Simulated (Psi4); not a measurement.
**C2H4F− (SMILES C[CH-]F) at CCSD(T)/6-31G(d) (density fitting with def2-universal-jkfit, spherical functions, sweep point 3)**

What is the vertical ionisation energy of C2H4F− at CCSD(T)/6-31G* (density fitting with def2-universal-jkfit, spherical functions, sweep point 3)? 

The results are computed with Psi4 1.11.

2 further runs of the same task are left out: 2 set aside as unsound or not needed.

### Step 1. The molecule

C2H4F−: 7 atoms, total charge -1, spin state singlet. As SMILES, `C[CH-]F`. Geometry: relaxed at GFN2-xTB.

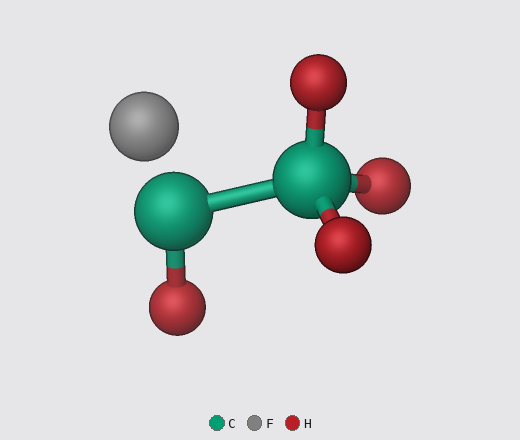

The structure, seen from a chosen angle (carbon teal, fluorine grey, hydrogen red).

### Step 2. The energy at CCSD(T)/6-31G(d) (density fitting with def2-universal-jkfit, spherical functions, sweep point 3)

job.dat reads:

```
memory 1600 MB

molecule m {
  -1 1
  C     -0.93171057     0.68084943    -0.17357134
  C      1.83118241    -0.08934625     0.24328334
  F      1.69701185    -2.11443346     2.25489680
  H     -2.28940320    -0.86377491    -0.60803828
  H     -0.99669825     2.01681021    -1.75833347
  H     -1.66411172     1.66089919     1.50072600
  H      2.35374837    -1.29100420    -1.45896305
  units bohr
  symmetry c1
}

set basis 6-31G*
set puream true
set scf_type df
set num_frozen_docc 3
set df_basis_scf def2-universal-jkfit

energy_value, wavefunction = energy("ccsd(t)", return_wfn=True)
```

Started as:

```sh
$ psi4 job.dat job.out -n 1
```

job.out:

```text
[...]
  Running in c1 symmetry.
[...]
  Nuclear repulsion =   69.247302834738335
[...]
  Multiplicity = 1
[...]
  Nalpha       = 13
  Nbeta        = 13
[...]
    Number of basis functions: 50
[...]
   @DF-RHF iter   1:  -177.27110493390589   -9.38004e-01   8.17638e-03 ADIIS/DIIS
[...]
   @DF-RHF iter  12:  -177.36938988501913   -1.67688e-12   4.36677e-09 DIIS
[...]
    Orbital Energies [Eh]
    ---------------------
    Doubly Occupied:
       1A    -25.956057     2A    -10.997529     3A    -10.968671
       4A     -1.241904     5A     -0.755347     6A     -0.541686
       7A     -0.379043     8A     -0.357766     9A     -0.338773
      10A     -0.316672    11A     -0.284882    12A     -0.210184
      13A     -0.029510
[...]
  @DF-RHF Final Energy:  -177.36938988501913
   => Energetics <=
    Nuclear Repulsion Energy =             69.2473028347383348
    One-Electron Energy =                -388.4773365973612727
    Two-Electron Energy =                 141.8606438776038203
    Total Energy =                       -177.3693898850191317
[...]
 Multipole Moments:
 ------------------------------------------------------------------------------------
     Multipole            Electronic (a.u.)      Nuclear  (a.u.)        Total (a.u.)
 ------------------------------------------------------------------------------------
 L = 1.  Multiply by 2.5417464519 to convert [e a0] to [Debye]
 Dipole X            :          2.5577167           -3.4115633           -0.8538466
 Dipole Y            :         -2.9859894            2.8069711           -0.1790183
 Dipole Z            :          3.4687346           -3.5841157           -0.1153811
 Magnitude           :                                                    0.8800082
[...]
      * MP2 total energy                      = -177.800850637460258
[...]
      * CCSD total energy                     = -177.830758840020991
[...]
      * CCSD(T) total energy                  = -177.841735312243031
[...]
```

Wall time 10 s (1 thread of Intel Xeon Platinum 8488C (Sapphire Rapids), shared host); peak memory 0.23 GiB.

### Step 3. Doublet neutral C2H4F

input.dat reads:

```
memory 1.6 GB

molecule {
  0 2
  C     -0.93171057     0.68084943    -0.17357134
  C      1.83118241    -0.08934625     0.24328334
  F      1.69701185    -2.11443346     2.25489680
  H     -2.28940320    -0.86377491    -0.60803828
  H     -0.99669825     2.01681021    -1.75833347
  H     -1.66411172     1.66089919     1.50072600
  H      2.35374837    -1.29100420    -1.45896305
  units au
  symmetry c1
}

set reference uhf
set puream true
set scf_type df
set num_frozen_docc 3
set df_basis_scf def2-universal-jkfit
set maxiter 150

E = energy('ccsd(t)/6-31G*')
```

Started as:

```sh
$ psi4 input.dat output.dat -n 1
```

output.dat:

```text
[...]
  Running in c1 symmetry.
[...]
  Nuclear repulsion =   69.247302834738335
[...]
  Multiplicity = 2
[...]
  Nalpha       = 13
  Nbeta        = 12
[...]
    Number of basis functions: 50
[...]
   @DF-UHF iter   1:  -177.33116214442160   -9.98061e-01   6.99301e-03 ADIIS/DIIS
[...]
   @DF-UHF iter  16:  -177.40530942315851   -1.81899e-12   9.11787e-09 DIIS
[...]
   @S^2 Observed:                7.566101163E-01
[...]
    Orbital Energies [Eh]
    ---------------------
    Alpha Occupied:
       1A    -26.254143     2A    -11.358235     3A    -11.241541
       4A     -1.530175     5A     -1.038683     6A     -0.849078
       7A     -0.669783     8A     -0.644386     9A     -0.620365
      10A     -0.576277    11A     -0.541439    12A     -0.507911
      13A     -0.448945
    Alpha Virtual:
      14A      0.234077    15A      0.247048    16A      0.285548
      17A      0.310480    18A      0.317129    19A      0.376765
      20A      0.694124    21A      0.716589    22A      0.751013
      23A      0.791063    24A      0.802060    25A      0.891466
[...]
  @DF-UHF Final Energy:  -177.40530942315851
   => Energetics <=
    Nuclear Repulsion Energy =             69.2473028347383348
    One-Electron Energy =                -381.4119856780219493
    Two-Electron Energy =                 134.7593734201251152
    Total Energy =                       -177.4053094231585135
  UHF NO Occupations:
  HONO-2 :   11  A 1.9990705
  HONO-1 :   12  A 1.9989183
[...]
 Multipole Moments:
 ------------------------------------------------------------------------------------
     Multipole            Electronic (a.u.)      Nuclear  (a.u.)        Total (a.u.)
 ------------------------------------------------------------------------------------
 L = 1.  Multiply by 2.5417464519 to convert [e a0] to [Debye]
 Dipole X            :          3.1359861           -3.4115633           -0.2755772
 Dipole Y            :         -2.2692565            2.8069711            0.5377146
 Dipole Z            :          2.8085493           -3.5841157           -0.7755664
 Magnitude           :                                                    0.9831495
[...]
      * MP2 total energy                      = -177.815712856814173
[...]
      * CCSD total energy                     = -177.846054475170490
[...]
      * CCSD(T) total energy                     = -177.856985485905113
[...]
```

It took 21 s on 1 thread of Intel Xeon Platinum 8488C (Sapphire Rapids), shared host; peak memory 0.23 GiB.

### Step 4. Results

Level: CCSD(T)/6-31G* (density fitting with def2-universal-jkfit, spherical functions, sweep point 3), 3 core orbitals frozen.

| quantity | value |
| --- | --- |
| singlet C2H4F−: total energy | -177.84174 Eh |
| singlet C2H4F−: HOMO energy (Hartree–Fock orbitals) | -0.80 eV |
| singlet C2H4F−: LUMO energy (Hartree–Fock orbitals) | 12.27 eV |
| singlet C2H4F−: HOMO–LUMO gap (to an unbound level, set by the basis) | 13.07 eV |
| singlet C2H4F−: correlation energy (3 core orbitals frozen) | -472.3 mEh |
| singlet C2H4F−: (T) correction | -10.98 mEh |
| singlet C2H4F−: T1 diagnostic | 0.011 |
| doublet neutral C2H4F: total energy | -177.85699 Eh |
| doublet neutral C2H4F: HOMO energy (Hartree–Fock orbitals) (highest over α and β) | -12.22 eV |
| doublet neutral C2H4F: LUMO energy (Hartree–Fock orbitals) (lowest over α and β) | 2.56 eV |
| doublet neutral C2H4F: correlation energy (3 core orbitals frozen) | -451.6 mEh |
| doublet neutral C2H4F: (T) correction | -10.93 mEh |
| doublet neutral C2H4F: ⟨S²⟩ of the reference determinant | 0.757 |
| doublet neutral C2H4F: T1 diagnostic | 0.024 |
| vertical detachment energy (to the doublet neutral) | -0.415 eV |

In words: The species is unbound against losing an electron at this level, by 0.41 eV (−40.0 kJ/mol); missing correlation or diffuse functions can give that sign where the real anion is bound. The triples (singlet C2H4F−) make up 2.3 % of the correlation energy. The triples (doublet neutral C2H4F) make up 2.4 % of the correlation energy.
